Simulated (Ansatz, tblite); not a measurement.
**BF3: which spin state is lowest**

Aim: set other spin states of BF3 against its singlet, on many levels of theory.

Program: Ansatz 0.2.0, Gaussian basis. Level of theory: as each input shows. These are calculated values, not measurements.

Levels to be run: triplet, at the geometry of the singlet (GFN1-xTB, GFN2-xTB, PBE0-D4/def2-TZVP, PBE-D4/def2-TZVP, r2SCAN-D4/def2-TZVP); the singlet's energies come from earlier runs.

### Step 1. The geometry

The singlet was relaxed beforehand with PBE-D4/def2-TZVP.

4 atoms, charge 0, spin multiplicity 1.

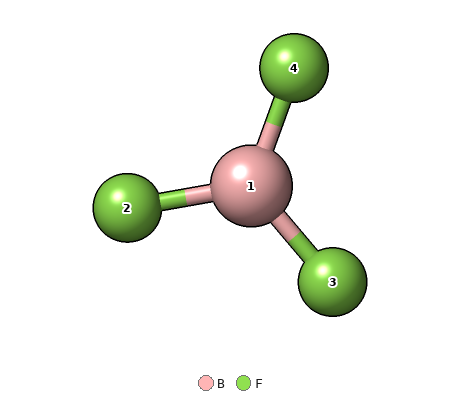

The geometry (boron pink, fluorine green); atoms are numbered from 1 in the order of the file.

### Step 2. Triplet at the fixed geometry, GFN1-xTB

Tight binding, by tblite at 300 K electronic temperature and without a spin-polarisation term:

```python
tblite.interface.Calculator('GFN1-xTB', numbers, positions, charge=0, uhf=2).singlepoint()
```

Energy -451.6711 eV; 0.005 s.

### Step 3. Triplet at the fixed geometry, GFN2-xTB

Tight binding, by tblite at 300 K electronic temperature and without a spin-polarisation term:

```python
tblite.interface.Calculator('GFN2-xTB', numbers, positions, charge=0, uhf=2).singlepoint()
```

Energy -415.0832 eV; 0.005 s.

### Step 4. Triplet at the fixed geometry, PBE0-D4/def2-TZVP

The input, in.yaml:

```yaml
crystal:
  periodic: [false, false, false]
  atoms:
    - {symbol: B, position_ang: [0.000022, 0.000010, 0.000017]}
    - {symbol: F, position_ang: [1.325346, -0.028131, 0.013642]}
    - {symbol: F, position_ang: [-0.638224, 1.161827, -0.017670]}
    - {symbol: F, position_ang: [-0.687144, -1.133696, 0.004012]}
basis:
  gaussian: {orbitals: def2-TZVP}
magnetization: {spin_polarized: true, initial_magnetization: 2}
hamiltonian: {xc: pbe0, dispersion: d4}
scf: {omitted_lower_state_checks: [starts]}
output: {orbitals: {seedname: orbitals}}
```

Launch:

```console
> ansatz run in.yaml --threads 2 --pin off --events-out ev --progress --plain --max-ram 4352MiB
```

What it wrote:

```text
Functional definition: PBE0
  name "PBE0"
  cite "Adamo & Barone, J. Chem. Phys. 110, 6158 (1999) doi:10.1063/1.478522"
  cite "Perdew, Burke & Ernzerhof, Phys. Rev. Lett. 77, 3865 (1996) doi:10.1103/PhysRevLett.77.3865"
  parent pbe
  parameter a = 0.25
  parameter kappa = 0.804
  parameter beta = 0.06672455060314922
  exchange = (1 - a)*pbe_x(kappa = kappa, mu = beta*pi^2/3) + a*exact_x
  correlation = pbe_c(beta = beta)
these checks for a lower state are left out or cut short: starts
637 factors; their error is unknown
mean field evaluation 1: about -8816.0355 eV, gradient 1.7e1 eV
mean field evaluation 2: about -8816.2228 eV, gradient 1.6e1 eV
mean field evaluation 4: about -8816.8336 eV, gradient 9.6e-1 eV
mean field evaluation 8: about -8816.8363 eV, gradient 1.7e-2 eV
mean field evaluation 16: about -8816.8753 eV, gradient 1.1e-4 eV
mean field -8816.87525256 eV, -324.0141892387 hartree, gradient 2.7e-5 eV, S^2 2.009000; 0 other end points of the search recorded, 0 dependent functions left out
reference -8816.87528279 eV, -324.0141903498 hartree; 17, 15 occupied and 107, 109 virtual orbitals, 637 factors
Total energy: -8816.90820556 eV, -324.0154002394 hartree
Checks for a lower state left out: starts
```

Wall time 4.9 s (2 threads of Intel Xeon Platinum 8259CL at 2.50GHz, shared host).

Report: HOMO -2.25 eV, LUMO -10.02 eV (over both spins; with the spin held, an empty level of the minority spin lies below the top filled one); ⟨S²⟩ 2.009 (pure: 2.00).

### Step 5. Triplet at the fixed geometry, PBE-D4/def2-TZVP

start.molden holds the orbitals of an earlier run on this state, given as this run's starting guess.

Edit in.yaml of step 4 so:

```diff
@@ -8,5 +8,5 @@
 basis:
-  gaussian: {orbitals: def2-TZVP}
+  gaussian: {orbitals: def2-TZVP, initial_orbitals: start.molden}
 magnetization: {spin_polarized: true, initial_magnetization: 2}
-hamiltonian: {xc: pbe0, dispersion: d4}
+hamiltonian: {xc: pbe, dispersion: d4}
 scf: {omitted_lower_state_checks: [starts]}
```

Launched as before.

What it wrote:

```text
Functional definition: PBE
  name "PBE"
  cite "Perdew, Burke & Ernzerhof, Phys. Rev. Lett. 77, 3865 (1996) doi:10.1103/PhysRevLett.77.3865"
  parent pbe
  parameter kappa = 0.804
  parameter beta = 0.06672455060314922
  exchange = pbe_x(kappa = kappa, mu = beta*pi^2/3)
  correlation = pbe_c(beta = beta)
these checks for a lower state are left out or cut short: starts
637 factors; their error is unknown
mean field evaluation 1: about -8817.4914 eV, gradient 6.8e0 eV
mean field evaluation 2: about -8817.5845 eV, gradient 1.2e-1 eV
mean field evaluation 4: about -8817.5796 eV, gradient 5.5e-4 eV
mean field evaluation 8: about -8817.5796 eV, gradient 1.5e-5 eV
mean field -8817.57955633 eV, -324.0400719249 hartree, gradient 4.9e-6 eV, S^2 2.003495; 0 other end points of the search recorded, 0 dependent functions left out
reference -8817.57959753 eV, -324.0400734390 hartree; 17, 15 occupied and 107, 109 virtual orbitals, 637 factors
Total energy: -8817.62002261 eV, -324.0415590335 hartree
Checks for a lower state left out: starts
```

It took 3.2 s on 2 threads of Intel Xeon Platinum 8259CL at 2.50GHz, shared host.

HOMO -1.12 eV, LUMO -10.66 eV (over both spins; with the spin held, an empty level of the minority spin lies below the top filled one); ⟨S²⟩ 2.003 (pure: 2.00).

### Step 6. Triplet at the fixed geometry, r2SCAN-D4/def2-TZVP

Edit in.yaml of step 5 so:

```diff
@@ -10,3 +10,3 @@
 magnetization: {spin_polarized: true, initial_magnetization: 2}
-hamiltonian: {xc: pbe, dispersion: d4}
+hamiltonian: {xc: r2scan, dispersion: d4}
 scf: {omitted_lower_state_checks: [starts]}
```

Launched as before.

What it wrote:

```text
Functional definition: r2SCAN
  name "r2SCAN"
  cite "Furness, Kaplan, Ning, Perdew & Sun, J. Phys. Chem. Lett. 11, 8208 (2020) doi:10.1021/acs.jpclett.0c02405"
  cite "Furness, Kaplan, Ning, Perdew & Sun, J. Phys. Chem. Lett. 11, 9248 (2020) doi:10.1021/acs.jpclett.0c03077"
  parent r2scan
  parameter k0 = 0.174
  parameter k1 = 0.065
  parameter a1 = 4.9479
  exchange = r2scan_x(k0 = k0, k1 = k1, a1 = a1)
  correlation = r2scan_c
these checks for a lower state are left out or cut short: starts
637 factors; their error is unknown
mean field evaluation 1: about -8822.2616 eV, gradient 3.6e0 eV
mean field evaluation 2: about -8822.2878 eV, gradient 3.1e-2 eV
mean field evaluation 4: about -8822.2846 eV, gradient 6.1e-5 eV
mean field -8822.28456429 eV, -324.2129777783 hartree, gradient 2.6e-5 eV, S^2 2.007746; 0 other end points of the search recorded, 0 dependent functions left out
reference -8822.28457954 eV, -324.2129783390 hartree; 17, 15 occupied and 107, 109 virtual orbitals, 637 factors
Total energy: -8822.29383973 eV, -324.2133186444 hartree
Checks for a lower state left out: starts
```

Wall time 4.8 s (2 threads of Intel Xeon Platinum 8259CL at 2.50GHz, shared host).

HOMO -1.34 eV, LUMO -10.72 eV (over both spins; with the spin held, an empty level of the minority spin lies below the top filled one); ⟨S²⟩ 2.008 (pure: 2.00).

### Step 7. Triplet less singlet, vertical

The singlet's energies are those of its earlier runs, whose logs aren't repeated here.

```
              level  triplet less singlet, vertical (kcal/mol)     time
           GFN1-xTB                                     +224.6  0.011 s
           GFN2-xTB                                     +200.0  0.008 s
   PBE-D4/def2-TZVP                                     +216.7    4.8 s
r2SCAN-D4/def2-TZVP                                     +225.5    7.1 s
  PBE0-D4/def2-TZVP                                     +235.2      7 s
```

Times add the two runs; a level without a time comes out of a correlated run. Tight binding without a spin term can't rank spin states.

### Step 8. Summary of results

```
                                                quantity                                         value
triplet less singlet, vertical, functionals in def2-TZVP  +216.7 (PBE-D4) to +235.2 kcal/mol (PBE0-D4)
```

In words: All functionals put the triplet above the singlet, over a spread of 18.5 kcal/mol. The checks for a lower triplet were left out, so another state of that spin may lie lower. These are electronic energies, without zero-point motion, entropy or surroundings.
